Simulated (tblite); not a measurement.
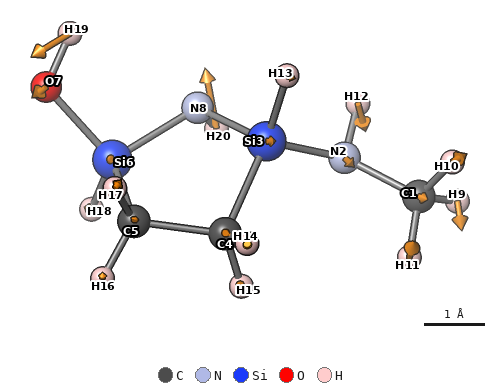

This is a relaxation of C3H12N2OSi2. The starting structure is drawn; orange arrows show the displacements, at their true length. The two geometries are superimposed by the best rigid fit.

The picture is a ball-and-stick view, seen from a free direction.

All numbers below come from GFN2-xTB geometry optimisation, gas phase (tblite 0.8.0). 

### Describe the change and its energy.

H20 moves most after the best rigid fit: 1.08 Å. By element the largest moves are H 1.08 Å, O 0.39 Å, N 0.25 Å, C 0.22 Å, Si 0.19 Å. Among the contacts that change: N2–Si3 1.690 → 1.721 Å, Si3–N8 1.700 → 1.729 Å, C5–Si6 1.871 → 1.898 Å, O7–H19 0.979 → 0.954 Å. Bond angles that change, for instance: Si3–N8–H20 105.3° → 121.8°, Si6–N8–H20 106.6° → 121.1°, Si3–N8–Si6 104.2° → 116.5°. Groups turn about Si6–O7 by about 55°. After 118 geometry steps the energy has fallen by 64.8 kJ/mol.
